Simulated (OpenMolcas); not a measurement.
# A workflow on GeSiH6O (SMILES [SiH3][O][GeH3])

Wanted: the energy (HF/ANO-R0), then a single-point energy (CASSCF(2,2)/ANO-R1), then an energy scan (CASPT2(2,2)/ANO-R1), then an energy scan (SC-NEVPT2(2,2)/ANO-R1), then an energy scan (MC-PDFT[tPBE](2,2)/ANO-R1) of GeSiH6O. 

The results are computed with OpenMolcas 26.06.

### Step 1. The system as given

GeSiH6O has 9 atoms, charge 0, and is taken as a singlet. SMILES: `[SiH3][O][GeH3]`. Geometry: relaxed at PBE0-D4/def2-TZVP.

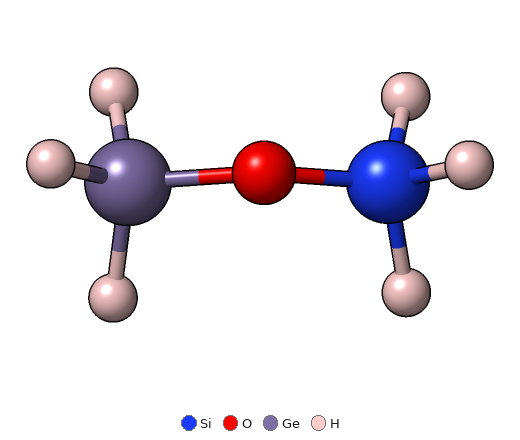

Viewed from a chosen angle; silicon blue, oxygen red, germanium purple, hydrogen pink.

### Step 2. The energy at HF/ANO-R0 (sfX2C) (run 1)

Input file input.xyz:

```xyz
9

Si    -0.686600     1.033100    -0.921400
O      0.592700     0.201900    -0.339400
Ge     0.809800    -1.049500     0.901700
H     -1.697500     0.113200    -1.514500
H     -0.195800     1.964800    -1.966700
H     -1.355600     1.810800     0.159300
H      2.310800    -1.355600     0.917000
H     -0.018800    -2.280500     0.498400
H      0.329300    -0.484400     2.248700
```

Input file step1.inp:

```
>>> EXPORT MOLCAS_PRINT=2
&gateway
coord
input.xyz
basis
ANO-R0
group
NoSym
&seward
&scf
prorbitals
0
&localisation
occupied
freeze
pipek-mezey
&localisation
fileorb
$Project.LocOrb
virtual
pipek-mezey
```

Launch:

```sh
$ export MOLCAS_MEM=1860
$ pymolcas step1.inp > step1.log
```

Output:

```text
--- Start Module: gateway ---
[...]
--- Stop Module: gateway /rc=_RC_ALL_IS_WELL_ ---
[...]
      Basis functions           38
[...]
       Convergence after  10 Iterations
[...]
::    Total SCF energy                              -2464.3420455896
[...]
      Total spin, S                                     0.0000000000
[...]
      Total electronic charge=   60.000000
      Total            charge=   -0.000000
[...]
      Dipole Moment (debye):
      Origin of the operator (angstrom)=    0.3994   -0.3686    0.2888
                   X=  1.1080E+00               Y= -2.4583E-01               Z=  1.9215E-02           Total=  1.1351E+00
      Quadrupole Moment (debye*angstrom):
[...]
--- Start Module: localisation ---
[...]
--- Stop Module: localisation /rc=_RC_ALL_IS_WELL_ ---
--- Start Module: localisation ---
[...]
--- Stop Module: localisation /rc=_RC_ALL_IS_WELL_ ---
[...]
```

It took 4.2 s on 1 thread of Arm Neoverse V1, shared host; peak memory 0.42 GiB.

### Step 3. The energy at CASSCF(2,2)/ANO-R1 (sfX2C, RICD fitting) (run 2)

input.xyz is that of step 2.

Input file step2.input:

```
&GATEWAY
 Coord
 input.xyz
 Basis
 ANO-R0
 Group
 NoSym

&SEWARD

&RASSCF
 FileOrb
 $CurrDir/step1.LocOrb
 Alter
 2
 1 26 30
 1 31 33
 Spin
 1
 Nactel
 2 0 0
 Inactive
 29
 Ras2
 2
 OrbListing
 Nothing
>>> COPY $Project.RunFile RUNFIL1
>>> COPY $Project.RasOrb INPORB

&GATEWAY
 Coord
 input.xyz
 Basis
 ANO-R1
 Group
 NoSym
 RICD

&SEWARD
>>> COPY $Project.RunFile RUNFIL2

&EXPBAS

&RASSCF
 FileOrb
 $Project.ExpOrb
 Spin
 1
 Nactel
 2 0 0
 Inactive
 29
 Ras2
 2
 OrbListing
 Nothing
 OrbAppear
 Compact
```

Launch:

```sh
$ export MOLCAS_MEM=1860
$ pymolcas step2.input > step2.log
```

Output:

```text
--- Start Module: gateway ---
[...]
      Basis functions           38
[...]
      Number of active orbitals                  2
[...]
      Spin quantum number                      0.0
[...]
      Active orbitals                            2
[...]
      Number of CSFs                             3
[...]
      Number of root(s) required                 1
[...]
      Convergence after 14 iterations
[...]
      printout of CI-coefficients larger than  0.05 for root  1
      energy=   -2464.361651
      conf/sym  11     Coeff  Weight
             1  20   0.99176 0.98359
             3  02  -0.12810 0.01641
      Natural orbitals and occupation numbers for root  1
      sym 1:   1.967182   0.032818
      ************************************************************************************************************************
      *                                                    Final results                                                     *
[...]
::    RASSCF root number  1 Total energy:  -2464.36165133
[...]
      Basis functions          101
[...]
      Convergence after 21 iterations
[...]
      Natural orbitals and occupation numbers for root  1
      sym 1:   1.981957   0.018043
      ************************************************************************************************************************
      *                                                    Final results                                                     *
[...]
::    RASSCF root number  1 Total energy:  -2465.19082720
[...]
      Total electronic charge=   60.000000
      Total            charge=   -0.000000
[...]
      Dipole Moment (debye):
      Origin of the operator (angstrom)=    0.3994   -0.3686    0.2888
                   X= -1.4061E-01               Y= -8.4055E-01               Z=  8.9565E-01           Total=  1.2363E+00
      Quadrupole Moment (debye*angstrom):
[...]
```

It took 21 s on 1 thread of Arm Neoverse V1, shared host; peak memory 0.42 GiB.

### Step 4. An energy scan at CASPT2(2,2)/ANO-R1 (sfX2C, RICD fitting, ipea shift 0.25 Eh, pt2 variant SS) (run 3)

Input file step3.inp:

```
* GeH6OSi CASPT2
>>> COPY $CurrDir/step2.RasOrb $Project.RasOrb
>>> ForEach K in (1, 2, 3, 4, 5, 6, 7, 8, 9)

&gateway
 coord=$CurrDir/point$K.xyz
 basis=ANO-R1
 group=NoSym
 ricd

&seward

&rasscf
 fileorb=$Project.RasOrb
 spin=1
 nactel=2 0 0
 inactive=29
 ras2=2
 orblisting=Nothing
 orbappear=Compact

&caspt2
 imaginary=0.2
 frozen=15
>>> EndDo
```

Launch:

```sh
$ export MOLCAS_MEM=1860
$ pymolcas step3.inp > step3.log
```

Output:

```text
[...]
      Basis functions          101
[...]
      Number of active orbitals                  2
[...]
      Spin quantum number                      0.0
[...]
      Active orbitals                            2
[...]
      Number of CSFs                             3
[...]
      Number of root(s) required                 1
[...]
      Convergence after 17 iterations
[...]
      printout of CI-coefficients larger than  0.05 for root  1
      energy=   -2465.169778
      conf/sym  11     Coeff  Weight
             1  20   0.99675 0.99352
             3  02  -0.08052 0.00648
      Natural orbitals and occupation numbers for root  1
      sym 1:   1.987033   0.012967
      ************************************************************************************************************************
      *                                                    Final results                                                     *
[...]
::    RASSCF root number  1 Total energy:  -2465.16977815
[...]
::    CASPT2 Root  1     Total energy:  -2465.93249526
[...]
      Convergence after 17 iterations
[...]
      Natural orbitals and occupation numbers for root  1
      sym 1:   1.981950   0.018050
      ************************************************************************************************************************
      *                                                    Final results                                                     *
[...]
      Convergence after 17 iterations
[...]
      Convergence after 16 iterations
[...]
      Convergence after 11 iterations
[...]
::    RASSCF root number  1 Total energy:  -2465.04534018
[...]
::    CASPT2 Root  1     Total energy:  -2465.77831942
[...]
      Convergence after 11 iterations
[...]
::    RASSCF root number  1 Total energy:  -2465.04508753
[...]
      Reference weight:           0.86059
[...]
::    CASPT2 Root  1     Total energy:  -2465.77734433
[...]
```

It took 2.4 min on 1 thread of Arm Neoverse V1, shared host; peak memory 0.16 GiB.

The scan, from its lowest point:

| Ge3–O2 (Å) | energy (kJ/mol) |
| --- | --- |
| 1.598 | 51.1 |
| 1.776 | 0.0 |
| 1.953 | 35.1 |
| 2.220 | 139.0 |
| 2.575 | 278.5 |
| 3.019 | 399.3 |
| 3.552 | 445.6 |
| 4.262 | 455.9 |
| 5.327 | 458.4 |

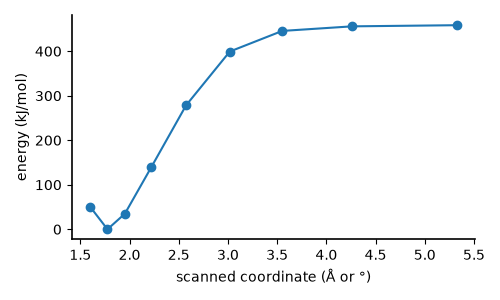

Energy along the scan.

### Step 5. The energy along one coordinate at SC-NEVPT2(2,2)/ANO-R1 (sfX2C, RICD fitting, pt2 variant SC-NEVPT2) (run 4)

Input file step4.inp:

```
>>> EXPORT MOLCAS_PRINT=2
>>> COPY $CurrDir/step2.RasOrb $Project.RasOrb
>>> ForEach K in (1, 2, 3, 4, 5, 6, 7, 8, 9)
&GATEWAY
Coord=$CurrDir/point$K.xyz
Basis=ANO-R1
Group=NoSym
RICD
&SEWARD
&RASSCF
FileOrb=$Project.RasOrb
Spin=1
Nactel=2 0 0
Inactive=29
Ras2=2
OrbListing=Nothing
OrbAppear=Compact
&CASPT2
SC-NEVPT2
Frozen=15
>>> EndDo
```

Launch:

```sh
$ export MOLCAS_MEM=1860
$ pymolcas step4.inp > step4.log
```

Output:

```text
--- Start Module: gateway ---
[...]
      Basis functions          101
[...]
      Number of active orbitals                  2
[...]
      Spin quantum number                      0.0
[...]
      Active orbitals                            2
[...]
      Number of CSFs                             3
[...]
      Number of root(s) required                 1
[...]
      Convergence after 17 iterations
[...]
      printout of CI-coefficients larger than  0.05 for root  1
      energy=   -2465.169778
      conf/sym  11     Coeff  Weight
             1  20   0.99675 0.99352
             3  02  -0.08052 0.00648
      Natural orbitals and occupation numbers for root  1
      sym 1:   1.987033   0.012967
      ************************************************************************************************************************
      *                                                    Final results                                                     *
[...]
::    RASSCF root number  1 Total energy:  -2465.16977815
[...]
::    SC-NEVPT2 Root  1     Total energy:  -2465.93061212
[...]
      Convergence after 17 iterations
[...]
      Natural orbitals and occupation numbers for root  1
      sym 1:   1.981950   0.018050
      ************************************************************************************************************************
      *                                                    Final results                                                     *
[...]
      Convergence after 17 iterations
[...]
      Convergence after 16 iterations
[...]
      Convergence after 11 iterations
[...]
::    RASSCF root number  1 Total energy:  -2465.04534018
[...]
::    SC-NEVPT2 Root  1     Total energy:  -2465.77434127
[...]
      Convergence after 11 iterations
[...]
::    RASSCF root number  1 Total energy:  -2465.04508753
[...]
::    SC-NEVPT2 Root  1     Total energy:  -2465.77347062
[...]
```

It took 2.3 min on 1 thread of Arm Neoverse V1, shared host; peak memory 0.16 GiB.

The scan, from its lowest point:

| Ge3–O2 (Å) | energy (kJ/mol) |
| --- | --- |
| 1.598 | 54.6 |
| 1.776 | 0.0 |
| 1.953 | 31.1 |
| 2.220 | 130.8 |
| 2.575 | 271.7 |
| 3.019 | 406.0 |
| 3.552 | 455.1 |
| 4.262 | 464.9 |
| 5.327 | 467.2 |

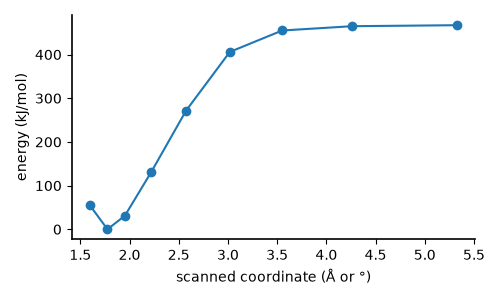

Energy along the scan.

### Step 6. The energy along one coordinate at MC-PDFT[tPBE](2,2)/ANO-R1 (sfX2C, RICD fitting) (run 5)

Input file step5.inp:

```
* GeH6OSi MC-PDFT
>>> COPY $CurrDir/step2.RasOrb $Project.RasOrb
>>> ForEach K in (1, 2, 3, 4, 5, 6, 7, 8, 9)
&GATEWAY
Coord = $CurrDir/point$K.xyz
Basis = ANO-R1
Group = NoSym
RICD
&SEWARD
&RASSCF
FileOrb = $Project.RasOrb
Spin = 1
Nactel = 2 0 0
Inactive = 29
Ras2 = 2
OrbListing = Nothing
OrbAppear = Compact
&MCPDFT
KSDFT = T:PBE
>>> EndDo
```

Launch:

```sh
$ export MOLCAS_MEM=1860
$ pymolcas step5.inp > step5.log
```

Output:

```text
--- Start Module: gateway ---
[...]
      Basis functions          101
[...]
      Number of active orbitals                  2
[...]
      Spin quantum number                      0.0
[...]
      Active orbitals                            2
[...]
      Number of CSFs                             3
[...]
      Number of root(s) required                 1
[...]
      Convergence after 17 iterations
[...]
      printout of CI-coefficients larger than  0.05 for root  1
      energy=   -2465.169778
      conf/sym  11     Coeff  Weight
             1  20   0.99675 0.99352
             3  02  -0.08052 0.00648
      Natural orbitals and occupation numbers for root  1
      sym 1:   1.987033   0.012967
      ************************************************************************************************************************
      *                                                    Final results                                                     *
[...]
::    RASSCF root number  1 Total energy:  -2465.16977815
[...]
::    MCPDFT root number  1 Total energy:  -2467.30405681
[...]
      Convergence after 17 iterations
[...]
      Natural orbitals and occupation numbers for root  1
      sym 1:   1.981950   0.018050
      ************************************************************************************************************************
      *                                                    Final results                                                     *
[...]
      Convergence after 17 iterations
[...]
      Convergence after 16 iterations
[...]
      Convergence after 11 iterations
[...]
::    RASSCF root number  1 Total energy:  -2465.04534018
[...]
::    MCPDFT root number  1 Total energy:  -2467.15418341
[...]
      Convergence after 11 iterations
[...]
::    RASSCF root number  1 Total energy:  -2465.04508753
[...]
::    MCPDFT root number  1 Total energy:  -2467.15351717
[...]
```

Wall time 2.5 min (1 thread of Arm Neoverse V1, shared host); peak memory 0.15 GiB.

The scan, from its lowest point:

| Ge3–O2 (Å) | energy (kJ/mol) |
| --- | --- |
| 1.598 | 59.0 |
| 1.776 | 0.0 |
| 1.953 | 26.8 |
| 2.220 | 118.6 |
| 2.575 | 244.5 |
| 3.019 | 376.8 |
| 3.552 | 440.0 |
| 4.262 | 452.5 |
| 5.327 | 454.3 |

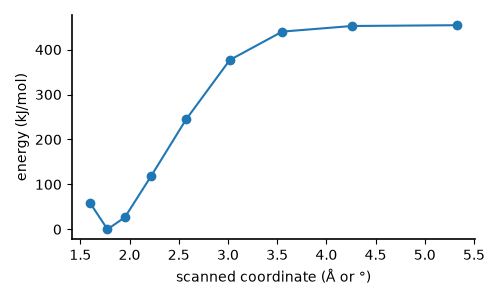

Energy along the scan.

### Step 7. Summary of results

| quantity | value |
| --- | --- |
| run 1, HF/ANO-R0: total energy | -2464.34205 Eh |
| run 1, HF/ANO-R0: dipole moment | 1.14 D |
| run 1, HF/ANO-R0: HOMO energy | -12.29 eV |
| run 1, HF/ANO-R0: LUMO energy | 1.46 eV |
| run 1, HF/ANO-R0: HOMO–LUMO gap | 13.75 eV |
| run 2, CASSCF(2,2)/ANO-R1: total energy | -2465.19083 Eh |
| run 2, CASSCF(2,2)/ANO-R1: dipole moment (CASSCF density) | 1.24 D |
| run 3, CASPT2(2,2)/ANO-R1: lowest energy of the scan | -2465.95196 Eh |
| run 4, SC-NEVPT2(2,2)/ANO-R1: lowest energy of the scan | -2465.95141 Eh |
| run 5, MC-PDFT[tPBE](2,2)/ANO-R1: lowest energy of the scan | -2467.32653 Eh |
